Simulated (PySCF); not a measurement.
# WBr2: structure of the triplet

Aim: relax WBr2 as a triplet from a linear start, check by its vibrations whether the end is a minimum, and collect its spectrum and constants.

Computed with PySCF 2.14.0. Level: PBE0, basis W def2-TZVP with ECP60, Br def2-TZVP, scalar-relativistic core potentials, no spin–orbit coupling, density fitting.

## (1) Where the work starts

3 atoms, charge 0, spin multiplicity 3.

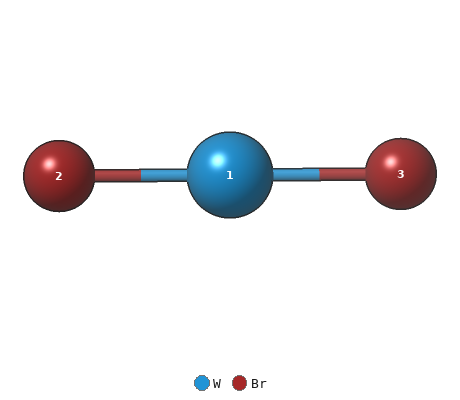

Start geometry, drawn with tungsten blue, bromine red; atoms are numbered from 1 in the order of the file.

```xyz
3
charge 0 multiplicity 3
W     0.0000    0.0000    0.0000
Br    0.0000    0.0000    2.5100
Br    0.0000    0.0000   -2.5100
```

## (2) Finding the electronic state

One driver script runs all steps and calls PySCF; scf.py shows how it sets up the SCF of each step. The optimiser is the driver's own. After this first run the driver tries any further starts and a stability analysis.

Input file scf.py:

```python
from pyscf import gto, scf, dft
mol = gto.M(atom='''
W      0.000000     0.000000     0.000000
Br     0.000000     0.000000     2.510000
Br     0.000000     0.000000    -2.510000''',
    basis={'W': 'def2-TZVP', 'Br': 'def2-TZVP'},
    ecp={'W': 'def2-TZVP'},
    charge=0, spin=2)
mf = dft.UKS(mol, xc='PBE0')
mf.grids.atom_grid = (50, 194)
aux = {'W': 'def2-universal-JKFIT', 'Br': 'def2-universal-JKFIT'}
mf = mf.density_fit(auxbasis=aux)
mf.conv_tol = 1e-08
mf.diis_space = 10
mf.max_cycle = 60
mf.init_guess = 'minao'
mf.verbose = 4
mf.kernel()
```

Run with:

```console
$ OMP_NUM_THREADS=4 python axn.py task.json out
```

Further steps of the session: Relaxation: linear start, triplet; Hessian and properties.

What does the calculation give? Wanted: minimum; geometry; wavenumbers; dipole moment; highest occupied, lowest empty level; polar-tensor charge of W1; zero-point energy; atomisation energy; ⟨S²⟩.

**Answer**, as computed:

| quantity | value |
| --- | --- |
| minimum | triplet, D∞h |
| geometry | W–Br 2.352 Å (×2); Br–W–Br 180.0° |
| wavenumbers (cm⁻¹) | 28 (πu), 255 (σg+), 306 (σu+) |
| dipole moment | 0.00 D |
| highest occupied, lowest empty level (either spin) | -5.71, -3.73 eV |
| polar-tensor charge of W1 | +0.86 e |
| zero-point energy | 3.7 kJ/mol |
| entropy at 298.15 K | 333.1 J/(mol K) |
| atomisation energy (no zero-point energy) | 714 kJ/mol |
| ⟨S²⟩ | 2.024 |

In words: The linear start keeps its D∞h symmetry and ends in a minimum. The strongest infrared band lies at 306 cm⁻¹ (σu+, stretch). The dipole vanishes although W1 carries +0.9 e by the polar tensor: the bond dipoles cancel. Most of the spin sits on W1 (Mulliken spin 2.19, against 2 for the whole molecule). The first SCF alone would have been 10 kJ/mol too high. Other starts or spin states, not run here, may lie lower. One determinant may miss the lowest occupation of an open d or f shell. Spin–orbit coupling, left out here, can matter for elements this heavy.
